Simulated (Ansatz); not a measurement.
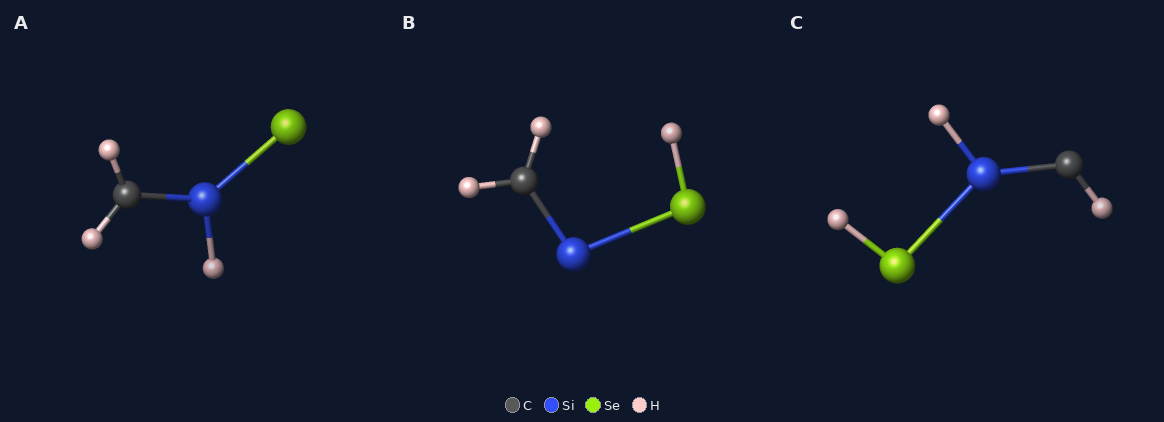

3 stationary structures of one formula. The species has charge −1 and is a spin singlet. Geometries: PBE-D4/def2-SVPD. Electronic energies: PBE-D4/def2-SVPD (Ansatz 0.2.0), without zero-point energy. No frequency run is at hand to confirm each as a minimum.

### Rank them by energy, lowest first.

A is lowest (Cs); B lies 0.957 eV above it (Cs), C lies 2.672 eV above it.
